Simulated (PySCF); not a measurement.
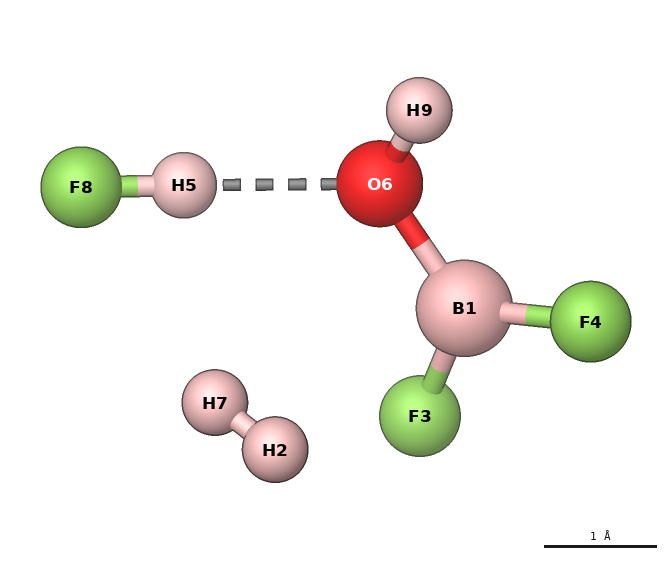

Broken lines mark hydrogen bonds. Computed geometry: PBE0-D4/def2-TZVP optimisation. No frequency run is at hand to confirm it as a minimum.

Tabulate the hydrogen bonds (donors O, N, F, S, Cl) with their geometry.

```csv
D–H···A,D–H (Å),H···A (Å),angle (°),kind
F8–H5···O6,0.93,1.76,169,intermolecular
```
